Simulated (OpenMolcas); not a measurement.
**Cu⁴⁺ among point charges: CASSCF and CASPT2 levels and susceptibility**

How does a field of 4 point charges split the states of Cu⁴⁺, and what χT follows?

Program: OpenMolcas 26.06. Level of theory: state-averaged CASSCF and CASPT2, spin-orbit coupling by RASSI with atomic mean-field integrals. These are calculated values, not measurements, unless marked.

## Step 1: The system

| Quantity | Value |
| --- | --- |
| Species | Cu⁴⁺ (copper, Z = 29, 25 electrons) |
| Basis | ANO-RCC-VDZP [5s4p2d1f], 34 functions |
| Scalar Hamiltonian | DKH2, point nucleus |
| Inactive shells | 1s 2s 2p 3s 3p |
| Active space | 7 electrons in 5 orbitals (3d) |
| Some configurations of this space | 3d⁷ |
| Orbitals | optimised for each spin and parity, averaged over all roots |

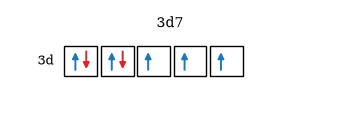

Outer shells as boxes.

The ion sits among 4 point charges of -1 e arranged as a square (D4h), 2.04 Å from the ion.

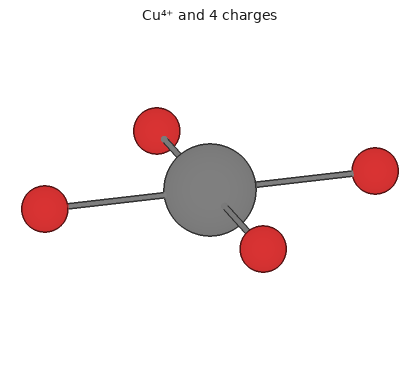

The ion and the point charges (red).

Each step is its own input file, run in one work folder so that later steps find the files of earlier ones. Labels, J, g values, rates, χT and fits are worked out afterwards by a script from the matrices that RASSI stores. The input lists half of the charges; inversion (Group=XYZ) makes the rest.

## Step 2: Basis and integrals

Contents of a.inp:

```
&GATEWAY
Coord
1

Cu 0.0 0.0 0.0
Basis=ANO-RCC-VDZP
Group=XYZ
NoMove
AngMom=0.0 0.0 0.0
AMFI
XField
2 Angstrom 0
2.040000 0.000000 0.000000 -1.000000
0.000000 2.040000 0.000000 -1.000000
&SEWARD
```

The program printed:

```text
Basis set label: CU.ANO-RCC...5S4P2D1F.

      Electronic valence basis set:
      ------------------
      Associated Effective Charge  29.000000 au
      Associated Actual Charge     29.000000 au
      Nuclear Model: Point charge

      Shell  nPrim  nBasis  Cartesian Spherical Contaminant
         s      21       5        X
         p      15       4        X
         d      10       2                 X
         f       6       1                 X
                  Relativistic Douglas-Kroll-Hess integrals:
                    - DKH order of Hamiltonian: 2
                    - DKH order of Properties : 0
                  Atomic mean-field integrals
```

## Step 3: CASSCF: quartets of even parity, 10 roots

Contents of a.inp:

```
&RASSCF
FileOrb=start.orb
Symmetry=1
Spin=4
nActEl=7 0 0
Inactive=3 6
Ras2=5 0
CIRoot=10 10 1
SDav=10
CIMx=300
Iter=120 100
PrWF=0.3
OrbListing=Nothing
MaxOrb=0
>>> COPY $Project.JobIph JOB001
```

start.orb holds the contracted functions of the basis, ordered by shell, or the orbitals of the step before.

The program printed, cut to the lines that bear on the results:

```text
[...]
      Number of active orbitals                  5
[...]
      Spin quantum number                      1.5
[...]
      Active orbitals                            5   0
[...]
      Number of CSFs                            10
      Number of root(s) required                10
[...]
      Convergence after  8 iterations
[...]
      Natural orbitals and occupation numbers for root  1
      sym 1:   1.132764   1.867236   1.000000   1.867236   1.132764
      Natural orbitals and occupation numbers for root  2
      sym 1:   1.000000   1.233460   1.766540   1.766540   1.233460
      Natural orbitals and occupation numbers for root  3
      sym 1:   1.766540   1.233460   1.000000   1.766540   1.233460
::    RASSCF root number  1 Total energy:  -1653.03146428
::    RASSCF root number  2 Total energy:  -1653.02975489
::    RASSCF root number  3 Total energy:  -1653.02975489
[...]
::    RASSCF root number  7 Total energy:  -1653.02167825
::    RASSCF root number  8 Total energy:  -1652.92334709
::    RASSCF root number  9 Total energy:  -1652.92334709
::    RASSCF root number 10 Total energy:  -1652.90356006
```

## Step 4: CASSCF: doublets of even parity, 40 roots

Contents of a.inp:

```
&RASSCF
FileOrb=start.orb
Symmetry=1
Spin=2
nActEl=7 0 0
Inactive=3 6
Ras2=5 0
CIRoot=40 40 1
SDav=40
CIMx=300
Iter=120 100
PrWF=0.3
OrbListing=Nothing
MaxOrb=0
>>> COPY $Project.JobIph JOB002
```

The program printed, cut to the lines that bear on the results:

```text
[...]
      Number of active orbitals                  5
[...]
      Spin quantum number                      0.5
[...]
      Active orbitals                            5   0
[...]
      Number of CSFs                            40
      Number of root(s) required                40
[...]
      Convergence after  7 iterations
[...]
      Natural orbitals and occupation numbers for root  1
      sym 1:   1.374805   1.554593   1.440585   1.554593   1.075424
      Natural orbitals and occupation numbers for root  2
      sym 1:   1.248714   1.540061   1.459922   1.540061   1.211241
      Natural orbitals and occupation numbers for root  3
      sym 1:   1.390301   1.475094   1.445658   1.514111   1.174836
::    RASSCF root number  1 Total energy:  -1652.92027107
::    RASSCF root number  2 Total energy:  -1652.92004818
::    RASSCF root number  3 Total energy:  -1652.91814048
[...]
::    RASSCF root number 27 Total energy:  -1652.86499304
::    RASSCF root number 28 Total energy:  -1652.86425199
::    RASSCF root number 29 Total energy:  -1652.77592410
::    RASSCF root number 30 Total energy:  -1652.77592410
```

## Step 5: State interaction with spin-orbit coupling

Contents of a.inp:

```
&RASSI
NrOfJobIphs=2 10 40
1 2 3 4 5 6 7 8 9 10
1 2 3 4 5 6 7 8 9 10 11 12 13 14 15 16 17 18 19 20 21 22 23 24 25 26 27
28 29 30 31 32 33 34 35 36 37 38 39 40
IphNames
JOB001
JOB002
EJob
SpinOrbit
DIPRint=1.0
SOCoupling=1000.0
Subsets=2
Property=9
'ANGMOM' 1 'ANGMOM' 2 'ANGMOM' 3 'MLTPL  1' 1 'MLTPL  1' 2 'MLTPL  1' 3
'AMFI' 1 'AMFI' 2 'AMFI' 3
SOProperty=3
'ANGMOM' 1 'ANGMOM' 2 'ANGMOM' 3
```

The program printed, cut to the lines that bear on the results:

```text
SPIN-FREE ENERGIES:
  (Shifted by EMIN (a.u.) =      -1653.0314642766)
 SF State       Relative EMIN(au)   Rel lowest level(eV)    D:o, cm**(-1)      L_eff
     1             0.0000000000        0.0000000000              0.0000         3.0
     2             0.0017093851        0.0465147377            375.1667         3.0
     3             0.0017093851        0.0465147377            375.1667         3.0
     4             0.0045120719        0.1227797322            990.2853         3.0
     5             0.0085393652        0.2323679659           1874.1740         3.0
     6             0.0097860316        0.2662914857           2147.7857         3.0
     7             0.0097860316        0.2662914857           2147.7857         3.0
     8             0.1081171818        2.9420183934          23728.9786         1.0
     9             0.1081171818        2.9420183934          23728.9786         1.0
    11             0.1111932022        3.0257211743          24404.0871         4.0
[...]
Eigenvalues of complex Hamiltonian:
   -----------------------------------
  (Shifted by EMIN (a.u.) =      -1653.0314642766)
 SO State       Relative EMIN(au)   Rel lowest level(eV)    D:o, cm**(-1)     J-value
     1            -0.0066697512        0.0000000000              0.0000         4.4
     2            -0.0066697512        0.0000000000              0.0000         4.4
     3            -0.0058630453        0.0219515847            177.0515         4.2
     4            -0.0058630453        0.0219515847            177.0515         4.2
     5            -0.0036962283        0.0809136799            652.6128         3.7
     6            -0.0036962283        0.0809136799            652.6128         3.7
     7            -0.0009012996        0.1569675630           1266.0288         3.1
     8            -0.0009012996        0.1569675630           1266.0288         3.1
     9             0.0011371072        0.2124354375           1713.4074         2.2
    10             0.0011371072        0.2124354375           1713.4074         2.2
    11             0.0025563162        0.2510540815           2024.8877         3.0
[...]
```

Time for these steps: 8.9 s (1 thread, shared host).

Spin-free states, with their symmetry labels:

```tsv
state	degeneracy	E (cm-1)	free-ion L (%)
4A2	1	0	F (99)
4E	2	375	F (99)
4B2	1	990	F (100)
4B1	1	1874	F (100)
4E	2	2148	F (100)
4E	2	23729	P (99)
2A1	1	24404	G (97)
2A2	1	24453	G (98)
2E	2	24872	G (98)
2B2	1	25209	G (99)
2B1	1	25446	G (100)
2E	2	25616	G (99)
2A1	1	25690	G (99)
4A2	1	28072	P (99)
2E	2	30304	H (97)
2A2	1	32026	H (84)
2A1	1	32147	H (97)
2E	2	32462	P (73)
2A2	1	32541	P (84)
2E	2	33346	H (98)
2B1	1	34042	H (99)
2B2	1	34454	H (98)
2E	2	34821	H (98)
2A2	1	35003	H (98)
```

With spin-orbit coupling:

```tsv
E (cm-1)	Degeneracy	Label	2S+1	g
0.0	2	E1/2	4	1.48 6.65 6.65
177.1	2	E3/2	4	2.70 2.70 3.90
652.6	2	E3/2	4	2.32 2.32 6.45
1266	2	E1/2	4	1.12 1.12 8.18
1713	2	E1/2	4	0.32 0.32 8.68
2025	2	E3/2	4	1.94 1.94 3.29
2159	2	E1/2	4	3.23 4.08 4.08
2697	2	E3/2	4	1.65 1.65 4.89
3249	2	E1/2	4	1.11 2.00 2.00
3290	2	E1/2	4	0.85 0.85 6.38
3564	2	E3/2	4	1.78 1.78 1.79
4445	2	E1/2	4	0.62 0.62 1.95
4516	2	E3/2	4	1.91 1.91 3.78
5359	2	E3/2	4	0.13 0.80 0.80
24580	2	E3/2	4	0.03 0.03 7.99
24748	2	E3/2	4	0.04 0.04 4.00
24973	2	E1/2	4	0.35 1.58 1.58
25112	2	E1/2	2	0.85 0.85 9.45
25338	2	E1/2	2	0.88 0.88 6.63
25393	2	E1/2	4	2.00 2.00 3.56
25695	2	E3/2	2	3.44 3.44 3.91
26158	2	E3/2	2	1.88 3.43 3.43
26304	2	E1/2	2	0.87 5.34 5.34
26883	2	E1/2	2	0.03 0.03 6.58
```

The table of states holds 24 of 37 computed; the rest, higher up, is left out. Principal g values are given for doublets only; a zero marks a field direction without first-order Zeeman splitting.

Powder χT (cm³ K/mol): 2.87 at 2 K, 2.93 at 5 K, 3.03 at 10 K, 3.24 at 20 K, 3.82 at 50 K, 4.46 at 100 K, 4.76 at 150 K, 4.92 at 200 K, 5.03 at 250 K, 5.10 at 300 K.

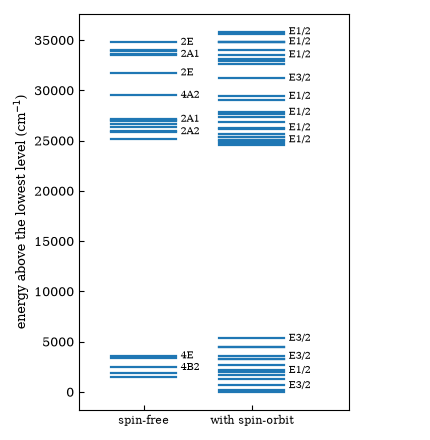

The states in the field without (left) and with (right) spin-orbit coupling.

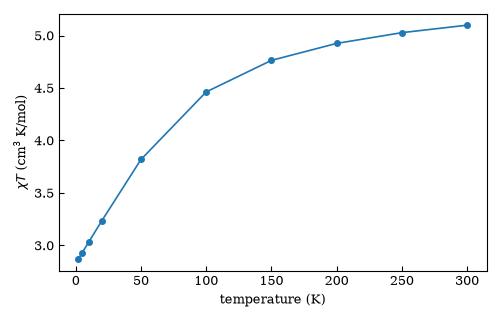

χT against temperature.

## Step 6: CASPT2: IPEA 0.25, imaginary shift 0.1 (closed shells correlated: 3s 3p)

Contents of a.inp:

```
>>> COPY JOB001 $Project.JobIph
&CASPT2
Multistate=10 1 2 3 4 5 6 7 8 9 10
NoMult
Frozen=2 3
IPEA=0.25
Imaginary=0.1
MaxIter=60
WThr=0.0 0.3 0.05
PrWF=0.5
NoMix
>>> COPY JOB002 $Project.JobIph
&CASPT2
Multistate=40 1 2 3 4 5 6 7 8 9 10 11 12 13 14 15 16 17 18 19 20 21 22
23 24 25 26 27 28 29 30 31 32 33 34 35 36 37 38 39 40
NoMult
Frozen=2 3
IPEA=0.25
Imaginary=0.1
MaxIter=60
WThr=0.0 0.3 0.05
PrWF=0.5
NoMix
```

The program printed:

```text
Orbital specifications:
      -----------------------

      Symmetry species                           1   2
                                                ag  au
      Frozen orbitals                            2   3
      Inactive orbitals                          1   3
      Active orbitals                            5   0
      Secondary orbitals                         7  13
      Deleted orbitals                           0   0
      Number of basis functions                 15  19
Type of calculation                        SS-CASPT2
      Fock operator                              state-specific
      IPEA shift                                 0.25
      Real shift                                 0.00
      Imaginary shift                            0.10
      The input orbitals will be transformed to quasi-canonical
Reference energy:       -1653.0314642766
      E2 (Non-variational):      -0.3308441500
      Shift correction:          -0.0000497823
      E2 (Variational):          -0.3308939323
      Total energy:           -1653.3623582089
      Residual norm:              0.0000001355
      Reference weight:           0.96361
      Contributions to the CASPT2 correlation energy
      Active & Virtual Only:         -0.1256080279
      One Inactive Excited:          -0.1529251267
      Two Inactive Excited:          -0.0523109953
Reference energy:       -1653.0297548915
      E2 (Non-variational):      -0.3319757158
      Shift correction:          -0.0000507336
      E2 (Variational):          -0.3320264494
      Total energy:           -1653.3617813409
      Residual norm:              0.0000001248
      Reference weight:           0.96328
      Contributions to the CASPT2 correlation energy
      Active & Virtual Only:         -0.1261910956
      One Inactive Excited:          -0.1533980631
      Two Inactive Excited:          -0.0523865570
::    CASPT2 Root  1     Total energy:  -1653.36235821
::    CASPT2 Root  2     Total energy:  -1653.36178134
::    CASPT2 Root  3     Total energy:  -1653.36178134
::    CASPT2 Root  4     Total energy:  -1653.35580765
::    CASPT2 Root  5     Total energy:  -1653.35119212
::    CASPT2 Root  6     Total energy:  -1653.35394963
::    CASPT2 Root  7     Total energy:  -1653.35394962
::    CASPT2 Root  8     Total energy:  -1653.26730265
::    CASPT2 Root  9     Total energy:  -1653.26730254
::    CASPT2 Root 10     Total energy:  -1653.24478424
Orbital specifications:
      -----------------------

      Symmetry species                           1   2
                                                ag  au
      Frozen orbitals                            2   3
      Inactive orbitals                          1   3
      Active orbitals                            5   0
      Secondary orbitals                         7  13
      Deleted orbitals                           0   0
      Number of basis functions                 15  19
Type of calculation                        SS-CASPT2
      Fock operator                              state-specific
      IPEA shift                                 0.25
      Real shift                                 0.00
      Imaginary shift                            0.10
      The input orbitals will be transformed to quasi-canonical
Reference energy:       -1652.9202710744
      E2 (Non-variational):      -0.3393873134
      Shift correction:          -0.0000517620
      E2 (Variational):          -0.3394390754
      Total energy:           -1653.2597101497
      Residual norm:              0.0000000466
      Reference weight:           0.96227
      Contributions to the CASPT2 correlation energy
      Active & Virtual Only:         -0.1278546165
      One Inactive Excited:          -0.1575621765
      Two Inactive Excited:          -0.0539705204
Reference energy:       -1652.9200481793
      E2 (Non-variational):      -0.3395318607
      Shift correction:          -0.0000518024
      E2 (Variational):          -0.3395836631
      Total energy:           -1653.2596318424
      Residual norm:              0.0000000400
      Reference weight:           0.96224
      Contributions to the CASPT2 correlation energy
      Active & Virtual Only:         -0.1279085394
      One Inactive Excited:          -0.1576742785
      Two Inactive Excited:          -0.0539490428
::    CASPT2 Root  1     Total energy:  -1653.25971015
::    CASPT2 Root  2     Total energy:  -1653.25963184
::    CASPT2 Root  3     Total energy:  -1653.25760994
::    CASPT2 Root  4     Total energy:  -1653.25760994
::    CASPT2 Root  5     Total energy:  -1653.25571070
::    CASPT2 Root  6     Total energy:  -1653.25461880
::    CASPT2 Root  7     Total energy:  -1653.25409622
::    CASPT2 Root  8     Total energy:  -1653.25409622
::    CASPT2 Root  9     Total energy:  -1653.25385012
::    CASPT2 Root 10     Total energy:  -1653.22989012
::    CASPT2 Root 11     Total energy:  -1653.22989012
::    CASPT2 Root 12     Total energy:  -1653.22594826
::    CASPT2 Root 13     Total energy:  -1653.22264245
::    CASPT2 Root 14     Total energy:  -1653.23811148
::    CASPT2 Root 15     Total energy:  -1653.23811148
::    CASPT2 Root 16     Total energy:  -1653.23751626
::    CASPT2 Root 17     Total energy:  -1653.21660370
::    CASPT2 Root 18     Total energy:  -1653.21660370
::    CASPT2 Root 19     Total energy:  -1653.21317279
::    CASPT2 Root 20     Total energy:  -1653.21062005
::    CASPT2 Root 21     Total energy:  -1653.20850877
::    CASPT2 Root 22     Total energy:  -1653.20850877
::    CASPT2 Root 23     Total energy:  -1653.20798254
::    CASPT2 Root 24     Total energy:  -1653.22149537
::    CASPT2 Root 25     Total energy:  -1653.21547232
::    CASPT2 Root 26     Total energy:  -1653.21547232
::    CASPT2 Root 27     Total energy:  -1653.21473920
::    CASPT2 Root 28     Total energy:  -1653.21382275
::    CASPT2 Root 29     Total energy:  -1653.12915477
::    CASPT2 Root 30     Total energy:  -1653.12915477
```

This run took 1.9 s in all on 1 thread, shared host.

SS-CASPT2: lowest energy less the reference's lowest, -0.3309 hartree; reference weights 0.958 to 0.964.

States without spin-orbit coupling:

```tsv
state	degeneracy	E (cm-1)	free-ion L (%)
4A2	1	0	F (99)
4E	2	127	F (99)
4B2	1	1438	F (100)
4E	2	1845	F (100)
4B1	1	2451	F (100)
4E	2	20862	P (99)
2A1	1	22529	G (97)
2A2	1	22546	G (98)
2E	2	22990	G (98)
2B2	1	23406	G (99)
2B1	1	23646	G (100)
2E	2	23761	G (99)
2A1	1	23815	G (99)
4A2	1	25805	P (99)
2E	2	27269	P (73)
2A2	1	27400	P (84)
2E	2	29073	H (97)
2A2	1	29939	H (84)
2A1	1	30664	H (97)
2A1	1	30916	D (99)
2E	2	31989	H (98)
2E	2	32238	D (75)
2B1	1	32399	D (99)
2B2	1	32600	D (99)
```

With spin-orbit coupling:

| E (cm-1) | Degeneracy | Label | 2S+1 | g |
| --- | --- | --- | --- | --- |
| 0 | 2 | E1/2 | 4 | 1.50 6.65 6.65 |
| 180 | 2 | E3/2 | 4 | 2.23 2.23 4.11 |
| 670 | 2 | E3/2 | 4 | 1.96 1.96 6.99 |
| 1470 | 2 | E1/2 | 4 | 4.10 4.10 4.58 |
| 1670 | 2 | E1/2 | 4 | 0.94 3.69 3.69 |
| 2120 | 2 | E1/2 | 4 | 0.94 4.40 4.40 |
| 2160 | 2 | E3/2 | 4 | 1.73 1.73 3.90 |
| 2920 | 2 | E3/2 | 4 | 1.04 1.04 4.48 |
| 3240 | 2 | E1/2 | 4 | 0.94 1.85 1.85 |
| 3300 | 2 | E1/2 | 4 | 0.66 0.66 6.83 |
| 3790 | 2 | E3/2 | 4 | 0.79 2.10 2.10 |
| 4530 | 2 | E3/2 | 4 | 2.38 2.38 3.53 |
| 4920 | 2 | E1/2 | 4 | 0.35 0.35 2.19 |
| 5350 | 2 | E3/2 | 4 | 0.20 1.25 1.25 |
| 21810 | 2 | E3/2 | 4 | 0.08 0.08 7.99 |
| 21910 | 2 | E3/2 | 4 | 0.08 0.08 4.00 |
| 22110 | 2 | E1/2 | 4 | 0.55 2.19 2.19 |
| 22590 | 2 | E1/2 | 4 | 2.44 2.44 3.37 |
| 23360 | 2 | E1/2 | 2 | 1.00 1.00 9.47 |
| 23570 | 2 | E1/2 | 2 | 0.92 0.92 6.65 |
| 23980 | 2 | E3/2 | 2 | 3.39 3.39 3.86 |
| 24460 | 2 | E3/2 | 2 | 1.91 3.39 3.39 |
| 24570 | 2 | E1/2 | 2 | 0.88 5.35 5.35 |
| 25100 | 2 | E1/2 | 2 | 0.03 0.03 6.59 |

Powder χT (cm³ K/mol): 2.88 at 2 K, 2.94 at 5 K, 3.03 at 10 K, 3.23 at 20 K, 3.79 at 50 K, 4.43 at 100 K, 4.73 at 150 K, 4.89 at 200 K, 4.99 at 250 K, 5.06 at 300 K.

## Step 7: The methods side by side

A. CASSCF
B. SS-CASPT2, IPEA 0.25, imaginary shift 0.1 (closed shells correlated: 3s 3p)

```tsv
method	ground state	first state of that spin (cm-1)	first gap with spin-orbit (cm-1)	χT at 300 K
A	4A2	4E 375.2	177.1	5.10
B	4A2	4E 126.6	185.0	5.06
```

## Step 8: Results

```
                                            quantity                                                                        value
                                              method  SS-CASPT2, IPEA 0.25, imaginary shift 0.1 (closed shells correlated: 3s 3p)
                              spin-free ground state                                              4A2, 1-fold in its orbital part
first state of the same spin within the active space                                                               4E at 127 cm⁻¹
                                        lowest level                                            2-fold E1/2, g = 1.50, 6.65, 6.65
                                          next level                                                                   185.0 cm⁻¹
                                         χT at 300 K                                                               5.06 cm³ K/mol
                           effective moment at 300 K                                                                      6.36 μB
```

Cost by method:

```tsv
method	time of its own steps	time with the reference
A. CASSCF	8.9 s	8.9 s
B. SS-CASPT2, IPEA 0.25, imaginary shift 0.1, +3s 3p	1.9 s	11 s
```

Times are of one thread on a shared host.

**Reading.** The spin-free ground state (4A2) comes to 99 % from free-ion F terms and keeps the highest spin of the shell. χT at 300 K is 5.06, against 1.88 cm³ K/mol for the spin alone, so orbital moment adds to it. An active space of the d shell alone favours high spin; real ions in strong fields can be low spin. The field of point charges can differ much from that of real complexes. With metal d orbitals alone active, the gaps between spin states are rough; where two lie within a few thousand cm-1, their order is open. This is an electrostatic model: the charges have no orbitals.
